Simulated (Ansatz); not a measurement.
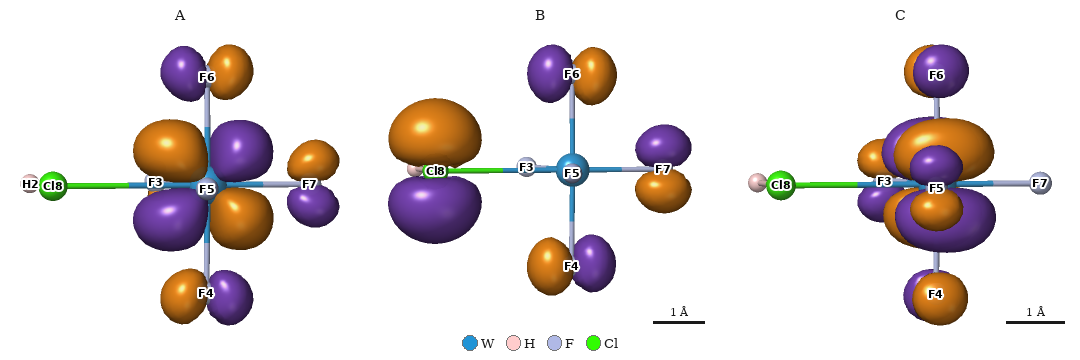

Figure 1: ClF5HW (doublet). Three frontier orbitals at ±0.15 Å⁻³ᐟ² (orange and purple are the two phases), in no order.

Core potentials replace the inner electrons of W.

Computed with Ansatz 0.2.0, UKS PBE/def2-SVP.

```xyz
8

W    -0.1346   -0.0356   -0.1426
H     0.9770    0.1676    2.8319
F     1.6303    0.1074    0.4517
F    -0.2342    1.8730   -0.2107
F    -1.9504   -0.1398    0.2141
F     0.0148   -1.9396   -0.0485
F     0.0113   -0.1088   -2.0013
Cl   -0.3141    0.0758    2.6654
```

### Order the three orbitals by energy and name them. All are α orbitals.

B is the HOMO−1 (α) (−9.30 eV). By Hirshfeld shares it lies mainly on Cl8 (about 55 %), F4 (about 15 %), F6 (about 15 %) and F7 (about 15 %); largely a combination of lone pairs on Cl8, F4, F6 and F7. A is the HOMO (α) (−4.71 eV). By Hirshfeld shares it lies mainly on W1 (about 65 %), F4 (about 10 %), F6 (about 10 %) and F7 (about 10 %). C is the LUMO (α) (−4.22 eV). By Hirshfeld shares it lies mainly on W1 (about 65 %), F4 (about 10 %), F6 (about 10 %), F5 (about 10 %) and F3 (about 5 %).

### What is the gap between the highest occupied and lowest empty α orbitals?

0.49 eV between the orbital energies.
